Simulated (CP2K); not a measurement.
Band structure of a sheet of TiTe₂ (3 atoms in the cell).

```
TiTe2
1.0
    3.87702     0.00000     0.00000
   -1.93851     3.35759     0.00000
    0.00000     0.00000    17.17063
Ti Te
1 2
Direct
  0.00000   0.00000   0.50000
  0.33333   0.66667   0.59233
  0.66667   0.33333   0.40767
```

Method of the run: PBE, GPW, DZVP-MOLOPT-SR-GTH basis, GTH-PBE potentials (GTH_POTENTIALS) in CP2K.

Settings: CUTOFF = 600 Ry; REL_CUTOFF = 50 Ry; SMEAR/METHOD = GAUSSIAN; SIGMA = 0.1 eV; KPOINTS/SCHEME = MONKHORST-PACK 5 5 1; XC_FUNCTIONAL = PBE; Ti/BASIS_SET = DZVP-MOLOPT-SR-GTH-q12; Ti/POTENTIAL = GTH-PBE-q12; Te/BASIS_SET = DZVP-MOLOPT-SR-GTH-q6; Te/POTENTIAL = GTH-PBE-q6; METHOD = GPW; EPS_DEFAULT = 1e-10; EXTRAPOLATION = USE_GUESS; NGRIDS = 5.

The starting cell was generated: these elements placed on a structure prototype, without a prior relaxation; it need not be a known phase or ordering of this composition. Its lattice was rescaled in the plane by a random factor within 2.5 % of one. Spin-orbit coupling is off. Spin polarisation is off, so a magnetic state, if there is one, cannot be reached. Values carry the incompleteness of an atom-centred basis.

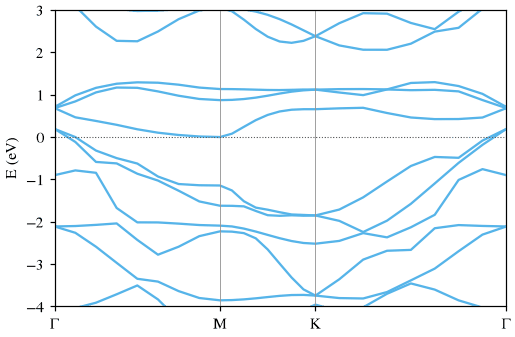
Figure: Bands along the path, energies from the Fermi level.

Levels in eV from the Fermi level, bands 9 to 14:
| point | 9 | 10 | 11 | 12 | 13 | 14 |
|---|---|---|---|---|---|---|
| Γ | -2.11 | -0.90 | 0.19 | 0.19 | 0.68 | 0.68 |
| M | -2.23 | -2.09 | -1.62 | -1.15 | 0.00 | 0.87 |
| K | -3.74 | -2.52 | -1.85 | -1.85 | 0.66 | 1.12 |

Bands cross the Fermi level along this path, so the cell is metallic at this level.

Higher empty bands are left out: an atom-centred basis made for the valence describes them poorly.
